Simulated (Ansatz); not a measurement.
Process, species as SMILES: N (NH3) → NH3+ (doublet, bonded as N) + e-
B3LYP-D3(BJ)/def2-TZVP geometries, fixed; electronic energies without zero-point terms.
Largest species:
```xyz
4

N      0.0022    -0.0038     0.1116
H     -0.0020     0.9512    -0.2281
H      0.8095    -0.4644    -0.2929
H     -0.8232    -0.4600    -0.2599
```

Basis-set convergence of the adiabatic ionisation energy at PBE with Ansatz (a first-principles code). Cartesian d functions, on some or all atoms, in 6-31+G*; all else is spherical. The program fits the integrals of some runs and decomposes those of others, by size. Open shells are unrestricted. No added dispersion term, no relativity. Functions are those of the species that has most. Reference: the value in pcseg-4, 10.209 eV, itself unsure by roughly 0.004 eV (its mean distance from aug-pcseg-3, aug-cc-pVQZ, cc-pV5Z). Deviations are taken from unrounded values.

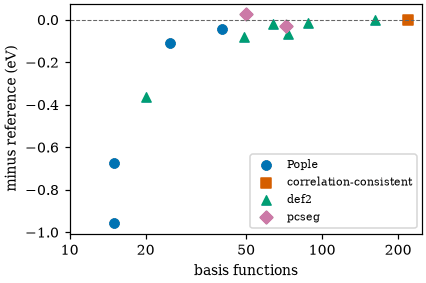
Deviation from the reference against the number of basis functions, by family of sets.

```csv
basis,functions,adiabatic ionisation energy (eV),minus reference (eV)
3-21G,15,9.252,-0.957
6-31G,15,9.536,-0.672
def2-SV(P),20,9.845,-0.363
6-31+G*,25,10.099,-0.110
6-311+G**,40,10.167,-0.041
def2-TZVP,49,10.126,-0.082
aug-pcseg-1,50,10.235,0.027
def2-TZVPD,64,10.189,-0.019
pcseg-2,72,10.181,-0.028
def2-TZVPP,73,10.142,-0.066
def2-TZVPPD,88,10.196,-0.013
def2-QZVPPD,162,10.206,-0.003
aug-cc-pVQZ,218,10.209,0.001
```
